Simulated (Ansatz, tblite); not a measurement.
# The cluster Si7W3−: spin states and exact exchange

Is the doublet the ground state of the cluster Si7W3−? Other spin states are computed and compared level by level.

Program: Ansatz 0.2.0, Gaussian basis. Level of theory: as each input shows. These are calculated values, not measurements.

Plan: quartet, relaxed (GFN2-xTB, PBE0-D4/def2-SVP, PBE-D4/def2-SVP, r2SCAN-D4/def2-SVP, B3LYP-D4/def2-SVP, B97M-V/def2-SVP, MP2/def2-SVPD); the doublet's energies come from earlier runs.

8 further runs of the same task are left out: 4 that didn't finish, 4 set aside as unsound or not needed. Runs told in other sessions of the task aren't counted.

### 1 The relaxed structure

The doublet was relaxed beforehand with PBE-D4/def2-SVP. At that level it is the lowest of the isomers that a small search found.

10 atoms, charge -1, spin multiplicity 2.

Atoms are counted from 1 here; the program's logs count them from 0.

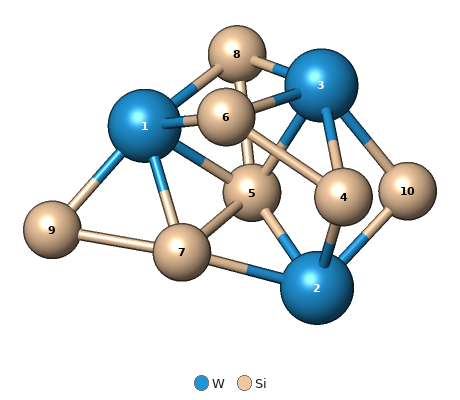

The structure; tungsten blue, silicon light orange; atoms are numbered from 1 in the order of the file.

As a file:

```xyz
10

W     1.0087    1.4575   -0.9230
W    -1.1145   -2.0058   -0.2837
W     0.3573    0.2846    1.9255
Si   -2.1679   -0.4017    1.1782
Si    1.0515   -0.8714   -0.2594
Si   -1.0900    1.6802    0.4316
Si   -0.8139    0.0048   -1.6995
Si    2.5240    0.6686    0.9734
Si    0.3843    1.2936   -3.2626
Si   -0.1394   -2.1105    1.9195
```

W takes a core potential in the def2 sets. No spin-orbit coupling is included. The ion is computed in the gas phase, without counter-ions or solvent.

### 2 Relaxing the quartet

Input file in.yaml:

```yaml
crystal:
  periodic: [false, false, false]
  atoms:
    - {symbol: W, position_ang: [1.008666, 1.457514, -0.923002]}
    - {symbol: W, position_ang: [-1.114469, -2.005822, -0.283654]}
    - {symbol: W, position_ang: [0.357279, 0.284620, 1.925513]}
    - {symbol: Si, position_ang: [-2.167940, -0.401685, 1.178193]}
    - {symbol: Si, position_ang: [1.051549, -0.871378, -0.259411]}
    - {symbol: Si, position_ang: [-1.090000, 1.680242, 0.431586]}
    - {symbol: Si, position_ang: [-0.813944, 0.004846, -1.699460]}
    - {symbol: Si, position_ang: [2.523995, 0.668585, 0.973379]}
    - {symbol: Si, position_ang: [0.384296, 1.293592, -3.262638]}
    - {symbol: Si, position_ang: [-0.139431, -2.110514, 1.919493]}
basis:
  gaussian: {orbitals: def2-SVP}
total_charge: -1
magnetization: {spin_polarized: true, initial_magnetization: 3}
hamiltonian: {xc: pbe, dispersion: d4}
scf: {lower_state_search: "off"}
output: {orbitals: {seedname: orbitals}}
relax: {f_tol: 0.03, max_steps: 70}
```

Command:

```bash
ansatz run in.yaml --threads 4 --pin off --events-out ev --progress --plain --max-ram 6963MiB
```

The program printed (excerpt; [...] marks lines left out):

```text
Functional definition: PBE
  name "PBE"
  cite "Perdew, Burke & Ernzerhof, Phys. Rev. Lett. 77, 3865 (1996) doi:10.1103/PhysRevLett.77.3865"
  parent pbe
[...]
2293 factors; their error is unknown
[...]
mean field -60579.65609678 eV, -2226.2612991908 hartree, gradient 2.8e-6 eV, S^2 3.820662; 0 other end points of the search recorded, 0 dependent functions left out
[...]
reference -60579.65614393 eV, -2226.2613009235 hartree; 72, 69 occupied and 150, 153 virtual orbitals, 2293 factors
relax step   1: F+E_penalty+E_count = -60581.11218520 eV  Δ(F+E_penalty+E_count) = +0.000e0 eV  max|allowed force component| = 3.613e-1 eV/Å  Δτ_max = 0.0000 Å  (65 SCF iters, accepted)
[...]
relax step   4: F+E_penalty+E_count = -60581.15668960 eV  Δ(F+E_penalty+E_count) = +6.387e-3 eV  max|allowed force component| = 1.859e-1 eV/Å  Δτ_max = 0.0778 Å  (48 SCF iters, rejected (line search))
[...]
relax step   5: F+E_penalty+E_count = -60581.16763174 eV  Δ(F+E_penalty+E_count) = -4.555e-3 eV  max|allowed force component| = 2.997e-2 eV/Å  Δτ_max = 0.0379 Å  (43 SCF iters, accepted)
Total energy: -60581.16767883 eV, -2226.3168488066 hartree
Atom 0 at     1.008621     1.457864    -0.912079 Å, force    -0.016145     0.029265     0.023766 eV/Å
Atom 1 at    -1.147773    -2.031331    -0.329925 Å, force    -0.029442    -0.029966    -0.020291 eV/Å
Atom 2 at     0.395255     0.332806     1.967849 Å, force     0.017037     0.013027     0.012672 eV/Å
Atom 3 at    -2.170772    -0.411831     1.163100 Å, force    -0.004748     0.021836     0.011000 eV/Å
Atom 4 at     1.005156    -0.874904    -0.209145 Å, force     0.019640     0.008941    -0.006920 eV/Å
Atom 5 at    -1.081982     1.654140     0.472783 Å, force    -0.007171    -0.012112    -0.006831 eV/Å
Atom 6 at    -0.798519    -0.038847    -1.733396 Å, force     0.021626     0.001883    -0.015518 eV/Å
Atom 7 at     2.542109     0.677558     0.945605 Å, force     0.009085    -0.000694    -0.015036 eV/Å
Atom 8 at     0.385044     1.293345    -3.239632 Å, force    -0.000243    -0.009967    -0.003592 eV/Å
Atom 9 at    -0.137137    -2.058801     1.874840 Å, force    -0.009639    -0.022212     0.020751 eV/Å
Dipole moment:     0.045133    -0.354329     0.400272 e Å
Checks for a lower state left out: stability, starts, cluster_reference, orbital_swaps, neighbouring_geometries, increment
```

Wall time 68 s (4 threads of Arm Neoverse V2, shared host).

Along the way: (the energy doesn't fall at every step)

```tsv
step	energy from step 1 (eV)	largest force component (eV/Å)
1	0.0000	0.3613
2	-0.0387	0.3401
3	-0.0509	0.0602
4	-0.0445	0.1859
5	-0.0554	0.0300
```

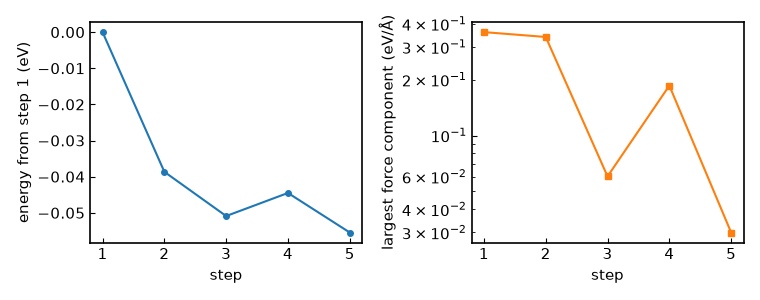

Energy and force, step by step.

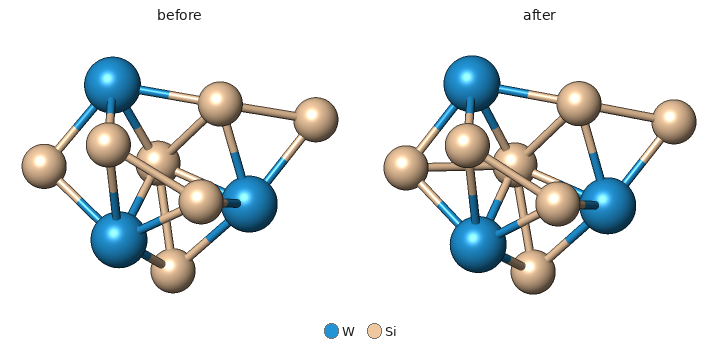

Before and after, at one scale.

Close pairs (by a distance rule), those that changed most:

```tsv
bond	before (Å)	after (Å)	change (Å)
Si5–Si10	2.775	2.655	-0.120
W3–Si4	2.721	2.790	+0.069
W1–Si7	2.457	2.486	+0.029
Si4–Si6	2.460	2.435	-0.025
W3–Si6	2.505	2.483	-0.022
Si7–Si9	2.354	2.333	-0.020
W1–Si8	2.552	2.532	-0.020
W2–Si4	2.412	2.429	+0.016
```

### 3 Quartet, first pass, PBE-D4/def2-SVP

start.molden holds the orbitals of an earlier run on this state, given as this run's starting guess.

Input file in.yaml:

```yaml
crystal:
  periodic: [false, false, false]
  atoms:
    - {symbol: W, position_ang: [1.008621, 1.457864, -0.912079]}
    - {symbol: W, position_ang: [-1.147773, -2.031331, -0.329925]}
    - {symbol: W, position_ang: [0.395255, 0.332806, 1.967849]}
    - {symbol: Si, position_ang: [-2.170772, -0.411831, 1.163100]}
    - {symbol: Si, position_ang: [1.005156, -0.874904, -0.209145]}
    - {symbol: Si, position_ang: [-1.081982, 1.654140, 0.472783]}
    - {symbol: Si, position_ang: [-0.798519, -0.038847, -1.733396]}
    - {symbol: Si, position_ang: [2.542109, 0.677558, 0.945605]}
    - {symbol: Si, position_ang: [0.385044, 1.293345, -3.239632]}
    - {symbol: Si, position_ang: [-0.137137, -2.058801, 1.874840]}
basis:
  gaussian: {orbitals: def2-SVP, initial_orbitals: start.molden}
total_charge: -1
magnetization: {spin_polarized: true, initial_magnetization: 3}
hamiltonian: {xc: pbe, dispersion: d4}
output: {orbitals: {seedname: orbitals}}
```

Same command.

The program printed (excerpt; [...] marks lines left out):

```text
Functional definition: PBE
  name "PBE"
  cite "Perdew, Burke & Ernzerhof, Phys. Rev. Lett. 77, 3865 (1996) doi:10.1103/PhysRevLett.77.3865"
  parent pbe
[...]
2293 factors; their error is unknown
[...]
mean field -60579.70400843 eV, -2226.2630599117 hartree, gradient 2.1e-5 eV, S^2 3.819809; 11 other end points of the search recorded, 0 dependent functions left out
reference -60579.70405565 eV, -2226.2630616469 hartree; 72, 69 occupied and 150, 153 virtual orbitals, 2293 factors
Total energy: -60581.16766971 eV, -2226.3168484717 hartree
```

Wall time 80 s (4 threads of Arm Neoverse V2, shared host); peak memory 1.3 GiB.

HOMO -0.94 eV, LUMO -0.48 eV (over both spins); ⟨S²⟩ 3.820 (pure: 3.75).

### 4 Quartet, GFN2-xTB

Tight binding, by tblite at 300 K electronic temperature and without a spin-polarisation term:

```python
tblite.interface.Calculator('GFN2-xTB', numbers, positions, charge=-1, uhf=3).singlepoint()
```

Energy -534.1152 eV; 0.054 s.

### 5 Quartet, PBE0-D4/def2-SVP

in.yaml: that of step 3 with these lines changed.

```diff
@@ -17,3 +17,4 @@
 magnetization: {spin_polarized: true, initial_magnetization: 3}
-hamiltonian: {xc: pbe, dispersion: d4}
+hamiltonian: {xc: pbe0, dispersion: d4}
+scf: {omitted_lower_state_checks: [starts]}
 output: {orbitals: {seedname: orbitals}}
```

The command is unchanged.

The program printed (excerpt; [...] marks lines left out):

```text
Functional definition: PBE0
  name "PBE0"
  cite "Adamo & Barone, J. Chem. Phys. 110, 6158 (1999) doi:10.1063/1.478522"
  cite "Perdew, Burke & Ernzerhof, Phys. Rev. Lett. 77, 3865 (1996) doi:10.1103/PhysRevLett.77.3865"
  parent pbe
[...]
2113 factors; integrals over basis functions are off by at most 7.1e-4 eV
[...]
mean field -60578.44044633 eV, -2226.2166248608 hartree, gradient 1.3e-5 eV, S^2 3.984567; 0 other end points of the search recorded, 0 dependent functions left out
reference -60578.44048189 eV, -2226.2166261679 hartree; 72, 69 occupied and 150, 153 virtual orbitals, 2113 factors
Total energy: -60579.72251232 eV, -2226.2637399171 hartree
Checks for a lower state left out: starts
```

Wall time 39 s (4 threads of Arm Neoverse V2, shared host); peak memory 1.3 GiB.

HOMO -1.57 eV, LUMO 0.11 eV (over both spins); ⟨S²⟩ 3.985 (pure: 3.75). Doubts: spin contamination.

### 6 Quartet, PBE-D4/def2-SVP

in.yaml: that of step 5 with these lines changed.

```diff
@@ -17,3 +17,3 @@
 magnetization: {spin_polarized: true, initial_magnetization: 3}
-hamiltonian: {xc: pbe0, dispersion: d4}
+hamiltonian: {xc: pbe, dispersion: d4}
 scf: {omitted_lower_state_checks: [starts]}
```

The command is unchanged.

The program printed:

```text
Functional definition: PBE
  name "PBE"
  cite "Perdew, Burke & Ernzerhof, Phys. Rev. Lett. 77, 3865 (1996) doi:10.1103/PhysRevLett.77.3865"
  parent pbe
  parameter kappa = 0.804
  parameter beta = 0.06672455060314922
  exchange = pbe_x(kappa = kappa, mu = beta*pi^2/3)
  correlation = pbe_c(beta = beta)
these checks for a lower state are left out or cut short: starts
2293 factors; their error is unknown
mean field evaluation 1: about -60579.6170 eV, gradient 6.7e0 eV
mean field evaluation 2: about -60579.9237 eV, gradient 5.7e-1 eV
mean field evaluation 4: about -60579.7037 eV, gradient 1.7e-1 eV
mean field evaluation 8: about -60579.7040 eV, gradient 2.9e-5 eV
mean field -60579.70400843 eV, -2226.2630599116 hartree, gradient 1.9e-5 eV, S^2 3.819809; 0 other end points of the search recorded, 0 dependent functions left out
reference -60579.70405565 eV, -2226.2630616469 hartree; 72, 69 occupied and 150, 153 virtual orbitals, 2293 factors
Total energy: -60581.16766971 eV, -2226.3168484717 hartree
Checks for a lower state left out: starts
```

Wall time 21 s (4 threads of Arm Neoverse V2, shared host); peak memory 0.61 GiB.

Report: HOMO -0.94 eV, LUMO -0.48 eV (over both spins); ⟨S²⟩ 3.820 (pure: 3.75).

### 7 Quartet, r2SCAN-D4/def2-SVP

in.yaml: that of step 6 with these lines changed.

```diff
@@ -17,3 +17,3 @@
 magnetization: {spin_polarized: true, initial_magnetization: 3}
-hamiltonian: {xc: pbe, dispersion: d4}
+hamiltonian: {xc: r2scan, dispersion: d4}
 scf: {omitted_lower_state_checks: [starts]}
```

The command is unchanged.

The program printed:

```text
Functional definition: r2SCAN
  name "r2SCAN"
  cite "Furness, Kaplan, Ning, Perdew & Sun, J. Phys. Chem. Lett. 11, 8208 (2020) doi:10.1021/acs.jpclett.0c02405"
  cite "Furness, Kaplan, Ning, Perdew & Sun, J. Phys. Chem. Lett. 11, 9248 (2020) doi:10.1021/acs.jpclett.0c03077"
  parent r2scan
  parameter k0 = 0.174
  parameter k1 = 0.065
  parameter a1 = 4.9479
  exchange = r2scan_x(k0 = k0, k1 = k1, a1 = a1)
  correlation = r2scan_c
these checks for a lower state are left out or cut short: starts
2293 factors; their error is unknown
mean field evaluation 1: about -60601.3393 eV, gradient 4.0e0 eV
mean field evaluation 2: about -60601.4498 eV, gradient 2.1e-1 eV
mean field evaluation 4: about -60601.2085 eV, gradient 2.0e-2 eV
mean field evaluation 8: about -60601.2085 eV, gradient 2.2e-5 eV
mean field -60601.20854916 eV, -2227.0533372073 hartree, gradient 2.3e-5 eV, S^2 3.936925; 0 other end points of the search recorded, 0 dependent functions left out
reference -60601.20857391 eV, -2227.0533381165 hartree; 72, 69 occupied and 150, 153 virtual orbitals, 2293 factors
Total energy: -60601.49668226 eV, -2227.0639259031 hartree
Checks for a lower state left out: starts
```

It took 61 s on 4 threads of Arm Neoverse V2, shared host; peak memory 0.82 GiB.

From the report: HOMO -1.07 eV, LUMO -0.41 eV (over both spins); ⟨S²⟩ 3.937 (pure: 3.75). Doubts: spin contamination.

### 8 Quartet, B3LYP-D4/def2-SVP

in.yaml: that of step 7 with these lines changed.

```diff
@@ -17,3 +17,3 @@
 magnetization: {spin_polarized: true, initial_magnetization: 3}
-hamiltonian: {xc: r2scan, dispersion: d4}
+hamiltonian: {xc: {name: B3LYP}, dispersion: d4}
 scf: {omitted_lower_state_checks: [starts]}
```

The command is unchanged.

The program printed (excerpt; [...] marks lines left out):

```text
Functional definition: B3LYP
  name "B3LYP"
  cite "Stephens, Devlin, Chabalowski & Frisch, J. Phys. Chem. 98, 11623 (1994) doi:10.1021/j100096a001"
  cite "Becke, Phys. Rev. A 38, 3098 (1988) doi:10.1103/PhysRevA.38.3098"
  cite "Lee, Yang & Parr, Phys. Rev. B 37, 785 (1988) doi:10.1103/PhysRevB.37.785"
  cite "Vosko, Wilk & Nusair, Can. J. Phys. 58, 1200 (1980) doi:10.1139/p80-159"
[...]
2113 factors; integrals over basis functions are off by at most 7.1e-4 eV
[...]
mean field -60605.03057428 eV, -2227.1937940395 hartree, gradient 1.3e-5 eV, S^2 3.883172; 0 other end points of the search recorded, 0 dependent functions left out
reference -60605.03085213 eV, -2227.1938042504 hartree; 72, 69 occupied and 150, 153 virtual orbitals, 2113 factors
Total energy: -60607.48437780 eV, -2227.2839696556 hartree
Checks for a lower state left out: starts
```

Run time: 36 s. Hardware: 4 threads of Arm Neoverse V2, shared host; peak memory 1.3 GiB.

Report: HOMO -1.34 eV, LUMO 0.09 eV (over both spins); ⟨S²⟩ 3.883 (pure: 3.75).

### 9 Quartet, B97M-V/def2-SVP

in.yaml: that of step 8 with these lines changed.

```diff
@@ -17,3 +17,3 @@
 magnetization: {spin_polarized: true, initial_magnetization: 3}
-hamiltonian: {xc: {name: B3LYP}, dispersion: d4}
+hamiltonian: {xc: {name: B97M-V}}
 scf: {omitted_lower_state_checks: [starts]}
```

Launched as before.

The program printed (excerpt; [...] marks lines left out):

```text
Functional definition: B97M-V
  name "B97M-V"
  cite "Mardirossian & Head-Gordon, J. Chem. Phys. 142, 074111 (2015) doi:10.1063/1.4907719"
  cite "Becke, J. Chem. Phys. 107, 8554 (1997) doi:10.1063/1.475007"
  cite "Vydrov & Van Voorhis, J. Chem. Phys. 133, 244103 (2010) doi:10.1063/1.3521275"
  # Of w^i u^j: cxij and so on, Table III.
[...]
  gx(w, u) = cx00 + cx01*u + cx02*u^2 + (cx10 + cx11*u)*w
  gss(w, u) = css00 + css02*u^2 + css10*w + (css32*w^3 + css42*w^4)*u^2
  gos(w, u) = cos00 + cos01*u + cos03*u^3 + cos10*w + cos32*w^3*u^2
[...]
      + integral(e_c_pw_mod_opposite_spin*gos(b97_w_opposite, b97_u_opposite)) + vv10(b, c)
[...]
2293 factors; their error is unknown
[...]
mean field -60588.64623689 eV, -2226.5916807462 hartree, gradient 1.7e-5 eV, S^2 3.875447; 0 other end points of the search recorded, 0 dependent functions left out
reference -60588.64630637 eV, -2226.5916832997 hartree; 72, 69 occupied and 150, 153 virtual orbitals, 2293 factors
Total energy: -60588.64630637 eV, -2226.5916832997 hartree
Checks for a lower state left out: starts
```

It took 89 s on 4 threads of Arm Neoverse V2, shared host; peak memory 1.2 GiB.

Report: HOMO -0.98 eV, LUMO -0.41 eV (over both spins); ⟨S²⟩ 3.875 (pure: 3.75).

### 10 Quartet, MP2/def2-SVPD

in.yaml: that of step 9 with these lines changed.

```diff
@@ -14,6 +14,6 @@
 basis:
-  gaussian: {orbitals: def2-SVP, initial_orbitals: start.molden}
+  gaussian: {orbitals: def2-SVPD, initial_orbitals: start.molden}
 total_charge: -1
 magnetization: {spin_polarized: true, initial_magnetization: 3}
-hamiltonian: {xc: {name: B97M-V}}
+correlation: {method: mp2}
 scf: {omitted_lower_state_checks: [starts]}
```

Same command.

The program printed (excerpt; [...] marks lines left out):

```text
Functional definition: HF
  name "HF"
  cite "Fock, Z. Phys. 61, 126 (1930) doi:10.1007/BF01340294"
  parent pbe
[...]
2570 factors; integrals over basis functions are off by at most 4.7e-4 eV
[...]
mean field -60431.21008758 eV, -2220.8060089731 hartree, gradient 2.2e-6 eV, S^2 7.763233; 0 other end points of the search recorded, 0 dependent functions left out
35 core orbitals not correlated: weight in the atoms' cores, before any rotation towards them, 1.000 or more for the frozen orbitals, at most 0.000 for the correlated occupied ones
reference -60431.21008758 eV, -2220.8060089731 hartree; 37, 34 occupied and 201, 204 virtual orbitals, 2570 factors
second order -49.02806056 eV of doubles, -0.00000000 eV of singles
Total energy: -60480.23814813 eV, -2222.6077569661 hartree
Checks for a lower state left out: starts
```

Run time: 1.9 min. Hardware: 4 threads of Arm Neoverse V2, shared host; peak memory 2.6 GiB.

Hartree-Fock HOMO -2.76 eV, LUMO 2.37 eV (over both spins); ⟨S²⟩ 7.763 (pure: 3.75). Doubts: spin contamination.

### 11 Quartet less doublet

The doublet's energies are those of its earlier runs, whose logs aren't repeated here.

```tsv
level	quartet less doublet (kcal/mol)	time
GFN2-xTB	+1.3	0.11 s
HF/def2-SVPD†	-7.5	
PBE-D4/def2-SVP†	-3.2	56 s
r2SCAN-D4/def2-SVP†	-4.4	3.6 min
B97M-V/def2-SVP†	-4.2	3.7 min
B3LYP-D4/def2-SVP†	-3.6	86 s
PBE0-D4/def2-SVP†	-4.2	93 s
MP2/def2-SVPD†	-13.1	4.4 min
```

Times add the two runs; a level without a time comes out of a correlated run. † marks a level with a doubtful state (flagged, unstable, out of aufbau order, or strongly spin-contaminated); such levels are left out of the summary. Tight binding without a spin term can't rank spin states.

### 12 Summary of results

```
            quantity                        value
quartet less doublet  no functional free of doubt
```

At every functional the quartet or the doublet is doubtful, so no splitting is quoted. These are electronic energies, without zero-point motion, entropy or surroundings. Spin-orbit coupling is left out too; for so heavy a metal it can shift spin gaps by tenths of an eV.
